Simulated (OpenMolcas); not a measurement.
# Zr³⁺ among point charges: CASSCF and CASPT2 levels and susceptibility

Aim: the splitting of the states of Zr³⁺ in the field of 6 point charges, its lowest levels with spin-orbit coupling and its magnetic susceptibility.

Program: OpenMolcas 26.06. Level of theory: state-averaged CASSCF and CASPT2, spin-orbit coupling by RASSI with atomic mean-field integrals. These are calculated values, not measurements, unless marked.

**1. The atom as given**

| Item | Value |
| --- | --- |
| Species | Zr³⁺ (zirconium, Z = 40, 37 electrons) |
| Basis | ANO-RCC-VDZP [6s5p3d1f], 43 functions |
| Scalar Hamiltonian | DKH2, point nucleus |
| Inactive shells | 1s 2s 2p 3s 3p 3d 4s 4p |
| Active space | 1 electron in 5 orbitals (4d) |
| Some configurations of this space | 4d |
| Orbitals | optimised for each spin and parity, averaged over all roots |

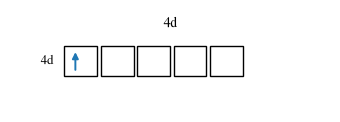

Outer shells as boxes.

The ion sits among 6 point charges of -0.85 e arranged as a trigonal antiprism (D3d), 1.83 Å from the ion, with a polar angle of 49.3° against the regular 54.74°.

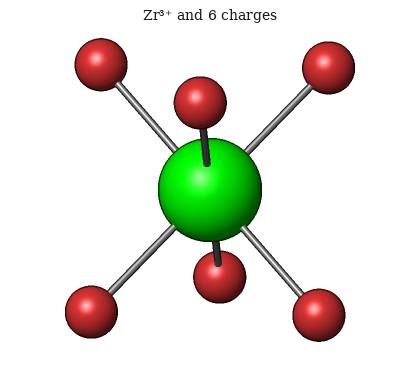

The ion and the point charges (red).

The work runs as a chain of OpenMolcas steps in one folder; each step below is one input file. Labels, J, g values, rates, χT and fits are worked out afterwards by a script from the matrices that RASSI stores. The input lists half of the charges; inversion (Group=XYZ) makes the rest.

**2. Basis and integrals**

Contents of a.inp:

```
&GATEWAY
Coord
1

Zr 0.0 0.0 0.0
Basis=ANO-RCC-VDZP
Group=XYZ
NoMove
AngMom=0.0 0.0 0.0
AMFI
XField
3 Angstrom 0
0.000000 1.386595 1.194259 -0.850000
1.200827 -0.693298 1.194259 -0.850000
1.200827 0.693298 -1.194259 -0.850000
&SEWARD
```

**3. CASSCF: doublets of even parity, 5 roots**

Contents of a.inp:

```
&RASSCF
FileOrb=start.orb
Symmetry=1
Spin=2
nActEl=1 0 0
Inactive=9 9
Ras2=5 0
CIRoot=5 5 1
SDav=5
CIMx=300
Iter=120 100
PrWF=0.3
OrbListing=Nothing
MaxOrb=0
>>> COPY $Project.JobIph JOB001
```

start.orb holds the contracted functions of the basis, ordered by shell, or the orbitals of the step before.

**4. State interaction with spin-orbit coupling**

Contents of a.inp:

```
&RASSI
NrOfJobIphs=1 5
1 2 3 4 5
IphNames
JOB001
EJob
SpinOrbit
DIPRint=1.0
SOCoupling=1000.0
Subsets=2
Property=9
'ANGMOM' 1 'ANGMOM' 2 'ANGMOM' 3 'MLTPL  1' 1 'MLTPL  1' 2 'MLTPL  1' 3
'AMFI' 1 'AMFI' 2 'AMFI' 3
SOProperty=3
'ANGMOM' 1 'ANGMOM' 2 'ANGMOM' 3
```

**5. CASPT2: IPEA 0.25, imaginary shift 0.1 (closed shells correlated: 4s 4p)**

Contents of a.inp:

```
>>> COPY JOB001 $Project.JobIph
&CASPT2
Multistate=5 1 2 3 4 5
NoMult
Frozen=8 6
IPEA=0.25
Imaginary=0.1
MaxIter=60
WThr=0.0 0.3 0.05
PrWF=0.5
NoMix
```

(Steps that only read results are left out.)

**Question.** What will these runs give? Wanted: spin-free ground state; first state of the same spin within the active space; lowest level; next level.

**Answer**, as computed:

```
                                            quantity                                                                        value
                                              method  SS-CASPT2, IPEA 0.25, imaginary shift 0.1 (closed shells correlated: 4s 4p)
                              spin-free ground state                                               2E, 2-fold in its orbital part
first state of the same spin within the active space                                                             2A1 at 3090 cm⁻¹
                                        lowest level                                            2-fold E3/2, g = 0.00, 0.00, 1.06
                                          next level                                                                   624.7 cm⁻¹
                                         χT at 300 K                                                               0.22 cm³ K/mol
                           effective moment at 300 K                                                                      1.33 μB
```

Cost by method:

```tsv
method	time of its own steps	time with the reference
A. CASSCF	1.9 s	1.9 s
B. SS-CASPT2, IPEA 0.25, imaginary shift 0.1, +4s 4p	0.52 s	2.4 s
```

Times are of one thread on a shared host.

In words: The spin-free ground state (2E) comes to 100 % from free-ion D terms and keeps the highest spin of the shell. χT at 300 K is 0.22, against 0.38 cm³ K/mol for the spin alone, so orbital moment lowers it. CASPT2 does not keep the components of a term degenerate, and the means are used. The field of point charges can differ much from that of real complexes. This is an electrostatic model: the charges have no orbitals.
